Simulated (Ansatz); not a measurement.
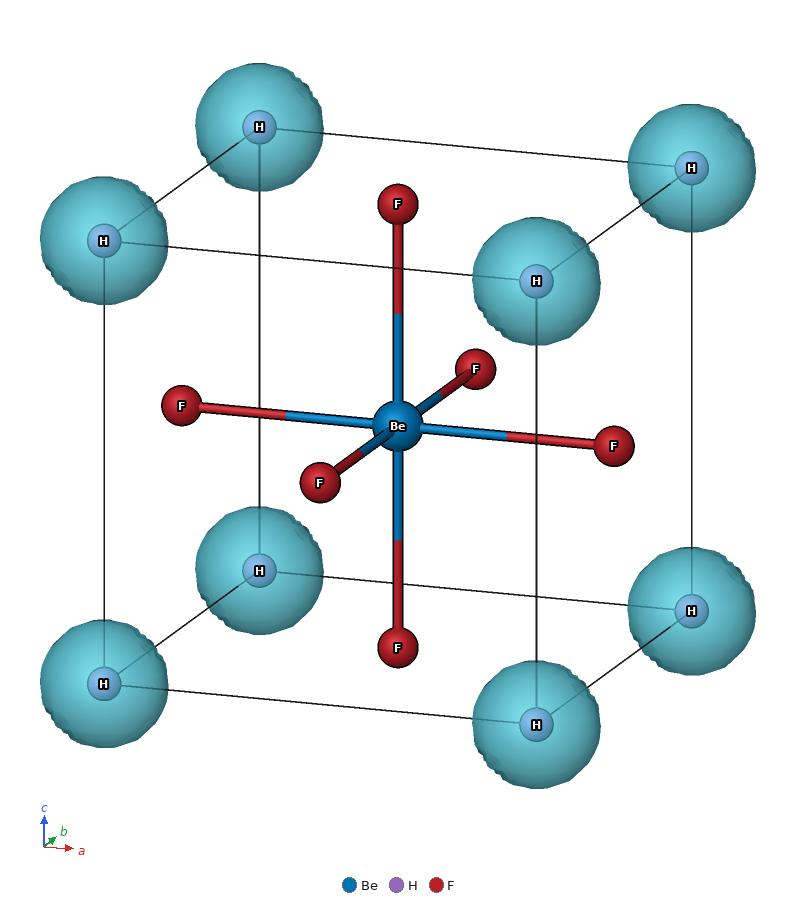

*BeHF₃. Isosurface of the electron localisation function at 0.85 (cyan), seen slightly off an axis. Only the valence region is drawn (cores and ρ < 0.01 e/Å³ removed). Sticks mark near contacts.*

Space group Pm-3m; a structure generated by program, which may or may not match a known phase.

Method: Ansatz 0.2.0, DFT PBE, scalar-relativistic, plane waves, PAW.

Core electrons are frozen (PAW), and the valence fields are smoothed inside the atomic spheres.

**What do the ELF domains correspond to?**

The surface consists of one region around a hydrogen nucleus, counted in one cell of 5 atoms. Regions shared between cells count once.

Values along the shortest contacts:
Be–F (1.72 Å): the ELF peaks at about 0.80 in the valence shell of F, 0.6 Å from its nucleus, and is about 0.75 at the midpoint. F–H (2.44 Å): the ELF climbs to about 1 towards the hydrogen, as it does in any bond to H.
